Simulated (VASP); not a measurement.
Band structure of CdAs₂ (space group I4_122). These are PBEsol GGA, VASP's PBE PAW potentials (set 64) (plane waves; VASP) values and carry that method's errors.

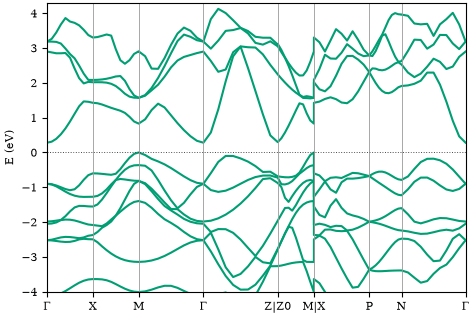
Bands along high-symmetry lines, zero at the valence-band maximum or, without a gap, the Fermi level

Question: Read the plot: is there a gap, and where are the band edges?

Answer: The gap is indirect, 0.28 eV, from the valence maximum at M to the conduction minimum at Γ. (Edges off the drawn lines would not show.)

The structure comes from a computed database's CdAs2 entry (I4_122); how it stands against other phases isn't given here. It was relaxed first.
